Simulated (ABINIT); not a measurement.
# Diamond (Fd-3m, 2 atoms a cell): G0W0 in ABINIT against the screening cutoff in the self-energy, part 2 of 2

Wanted: the cheapest screening cutoff in the self-energy that holds the gap of Diamond (Fd-3m, 2 atoms a cell).

ABINIT 10.8.3; PBE and many-body steps on it, plane waves. Known limits of the many-body steps: not at the basis limit.

So far. Step 2 (Screening, 8×8×8 mesh, 210 bands, screening to 435.4 eV): Local fields lower ε∞ by 7 %. Step 5 (5.6 Ha): The gap on the mesh goes from 4.19 eV to 5.44 eV, a correction of +1.25 eV.

## Step 6: 8 Ha

Level of this step: G0W0 on PBE, plane waves, norm-conserving pseudopotentials (ABINIT).

run.abi

```
acell 3*1.0 Angstrom
rprim 
  -0.000000000000 1.783370000000 1.783370000000
  1.783370000000 0.000000000000 1.783370000000
  1.783370000000 1.783370000000 0.000000000000
ntypat 1
znucl 6
natom 2
typat 1 1
xred 
  0.000000000000 0.000000000000 -0.000000000000
  0.250000000000 0.250000000000 0.250000000000
pp_dirpath "pseudos"
pseudos "C.upf"
ecut 37
ngkpt 8 8 8
nshiftk 1
shiftk 0 0 0
kptopt 1
chksymbreak 0
istwfk *1
occopt 1
irdwfk 1
optdriver 4
nband 210
gwcalctyp 0
ecutsigx 37
symsigma 1
nkptgw 2
kptgw 
  0.0000000000 0.0000000000 0.0000000000
  0.3750000000 0.3750000000 0.0000000000
bdgw 
  2 7
  3 6
ecuteps 8
irdscr 1
ppmodel 1
indata_prefix "in"
outdata_prefix "out"
tmpdata_prefix "tmp"
```

On the command line:

```
> OMP_NUM_THREADS=1 mpirun -n 4 abinit run.abi > log
```

Output:

```text
.Version 10.8.3 of ABINIT. v10.8.2 released Aug 2026.

 Symmetries : space group Fd -3 m (#227); Bravais cF (face-center cubic)
[... echo of the input left out ...]
== DATASET  1 ==================================================================
-   mpi_nproc: 4, omp_nthreads: 1 (-1 if OMP is not activated)

--- !DatasetInfo
iteration_state: {dtset: 1, }
dimensions: {natom: 2, nkpt: 29, mband: 210, nsppol: 1, nspinor: 1, nspden: 1, mpw: 869, }
cutoff_energies: {ecut:  37.0, pawecutdg:  -1.0, }
[...]
Band     E0 <VxcDFT>   SigX SigC(E0)      Z dSigC/dE  Sig(E)    E-E0       E
[...]
5  14.483 -14.094  -8.673  -4.802   0.842  -0.187 -13.572   0.522  15.005
        6  17.096 -13.238  -7.304  -5.333   0.843  -0.186 -12.731   0.507  17.603

== END DATASET(S) ==============================================================
================================================================================

 -outvars: echo values of variables after computation  --------
           etotal      0.0000000000E+00
            nband         210
             nkpt          29
          spgroup         227
 [... the other variables as echoed above ...]

 Calculation completed.
```

Run time: 7.2 s. Hardware: 4 MPI ranks of AMD EPYC 9R45, shared host; peak memory 1.2 GiB.

This step gave:

* G0W0 gap on the points computed: 5.452 eV
* starting gap on the mesh: 4.190 eV
* k of the valence top: 0, 0, 0
* k of the conduction bottom: 0.375, 0.375, 0
* least direct G0W0 gap on the computed points: 7.355 eV

Against the run before, the gap moves by +0.008 eV.

## Step 7: 12 Ha

Changes to run.abi since step 6:

```diff
@@ -35,3 +35,3 @@
   3 6
-ecuteps 8
+ecuteps 12
 irdscr 1
```

Output:

```text
.Version 10.8.3 of ABINIT. v10.8.2 released Aug 2026.

 Symmetries : space group Fd -3 m (#227); Bravais cF (face-center cubic)
[... echo of the input left out ...]
== DATASET  1 ==================================================================
-   mpi_nproc: 4, omp_nthreads: 1 (-1 if OMP is not activated)

--- !DatasetInfo
iteration_state: {dtset: 1, }
dimensions: {natom: 2, nkpt: 29, mband: 210, nsppol: 1, nspinor: 1, nspden: 1, mpw: 869, }
cutoff_energies: {ecut:  37.0, pawecutdg:  -1.0, }
[...]
Band     E0 <VxcDFT>   SigX SigC(E0)      Z dSigC/dE  Sig(E)    E-E0       E
[...]
5  14.483 -14.094  -8.673  -4.889   0.841  -0.189 -13.647   0.448  14.930
        6  17.096 -13.238  -7.304  -5.411   0.842  -0.187 -12.798   0.441  17.537

== END DATASET(S) ==============================================================
================================================================================

 -outvars: echo values of variables after computation  --------
           etotal      0.0000000000E+00
            nband         210
             nkpt          29
          spgroup         227
 [... the other variables as echoed above ...]

 Calculation completed.
```

It took 34 s on 4 MPI ranks; peak memory 1.9 GiB; 2.2 min of CPU time.

This step gave:

- G0W0 gap on the points computed: 5.527 eV
- starting gap on the mesh: 4.190 eV
- k of the valence top: 0, 0, 0
- k of the conduction bottom: 0.375, 0.375, 0
- least direct G0W0 gap on the computed points: 7.426 eV

Against the run before, the gap moves by +0.075 eV.

## Step 8: 16 Ha

Changes to run.abi since step 7:

```diff
@@ -35,3 +35,3 @@
   3 6
-ecuteps 12
+ecuteps 16
 irdscr 1
```

Output:

```text
.Version 10.8.3 of ABINIT. v10.8.2 released Aug 2026.

 Symmetries : space group Fd -3 m (#227); Bravais cF (face-center cubic)
[... echo of the input left out ...]
== DATASET  1 ==================================================================
-   mpi_nproc: 4, omp_nthreads: 1 (-1 if OMP is not activated)

--- !DatasetInfo
iteration_state: {dtset: 1, }
dimensions: {natom: 2, nkpt: 29, mband: 210, nsppol: 1, nspinor: 1, nspden: 1, mpw: 869, }
cutoff_energies: {ecut:  37.0, pawecutdg:  -1.0, }
[...]
Band     E0 <VxcDFT>   SigX SigC(E0)      Z dSigC/dE  Sig(E)    E-E0       E
[...]
5  14.483 -14.094  -8.673  -4.899   0.841  -0.189 -13.654   0.440  14.923
        6  17.096 -13.238  -7.304  -5.419   0.842  -0.187 -12.804   0.434  17.530

== END DATASET(S) ==============================================================
================================================================================

 -outvars: echo values of variables after computation  --------
           etotal      0.0000000000E+00
            nband         210
             nkpt          29
          spgroup         227
 [... the other variables as echoed above ...]

 Calculation completed.
```

Wall time 64 s (4 MPI ranks); peak memory 2.2 GiB.

Numbers from this step:

* G0W0 gap on the points computed: 5.538 eV
* starting gap on the mesh: 4.190 eV
* k of the valence top: 0, 0, 0
* k of the conduction bottom: 0.375, 0.375, 0
* least direct G0W0 gap on the computed points: 7.434 eV

Against the run before, the gap moves by +0.011 eV.

## Step 9: The runs together

Times are wall times on 4 MPI ranks of AMD EPYC 9R45, shared host, good to a factor of about two. A run's time includes the screening step that it read.

| run | mesh | bands | screening cutoff (eV) | DFT gap (eV) | gap on the mesh (eV) | direct (eV) | ε∞ used | time |
| --- | --- | --- | --- | --- | --- | --- | --- | --- |
| 1.6 Ha | 8×8×8 | 210 | 43.5 | 4.190 | 5.141 | 7.300 | 5.51 | 4.4 min |
| 3.2 Ha | 8×8×8 | 210 | 87.1 | 4.190 | 5.196 | 7.219 | 5.51 | 4.4 min |
| 5.6 Ha | 8×8×8 | 210 | 152.4 | 4.190 | 5.444 | 7.353 | 5.51 | 4.5 min |
| 8 Ha | 8×8×8 | 210 | 217.7 | 4.190 | 5.452 | 7.355 | 5.51 | 4.5 min |
| 12 Ha | 8×8×8 | 210 | 326.5 | 4.190 | 5.527 | 7.426 | 5.51 | 4.9 min |
| 16 Ha | 8×8×8 | 210 | 435.4 | 4.190 | 5.538 | 7.434 | 5.51 | 5.4 min |

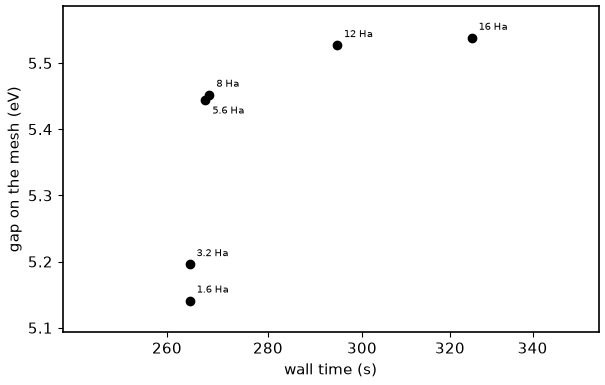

Result against wall time.

## Step 10: Results

* 1.6 Ha: 5.141 eV
* 3.2 Ha: 5.196 eV
* 5.6 Ha: 5.444 eV
* 8 Ha: 5.452 eV
* 12 Ha: 5.527 eV
* 16 Ha: 5.538 eV
* known limits: not at the basis limit

In words: The setting moved: screening cutoff in the self-energy. From 1.6 Ha to 16 Ha the gap moves by +0.40 eV. The last step still moves it by +0.011 eV. Bands and screening cutoff are coupled, so a series along one setting does not show full convergence. Bands and cutoff are finite, so the gap is not at the basis limit. The miss can reach some tenths of an eV and take either sign; the mesh is an error of its own. In the G0W0 runs levels were corrected at 2 k points alone, so a gap called «on the mesh» is the least over those, and an edge elsewhere would be missed.

[Paths, hosts, dates, memory and timing lines, banners, echoed tables and standing remarks are left out of the program output.]

[Logs are printed without paths, hosts, clocks, repeated set-up lines and the standing remarks that a program may print on its own settings, such as how far it seeks lower states.]

[Runs of the session that timed out or met a known fault of the program may be left out.]

[Hosts, paths, dates, database ids (printed as entryN), source tags and the programs' standing remarks are cut or masked in the printed files.]

[G0W0 gaps are taken among the corrected bands and points alone; a level outside them can change the order at an edge.]

[Where Ansatz stands beside ABINIT at settings called matched, ABINIT's density can come from a denser mesh and the files from another edition; pairs whose starting gaps differed by over 0.03 eV were left out, so agreement reads better than it is.]
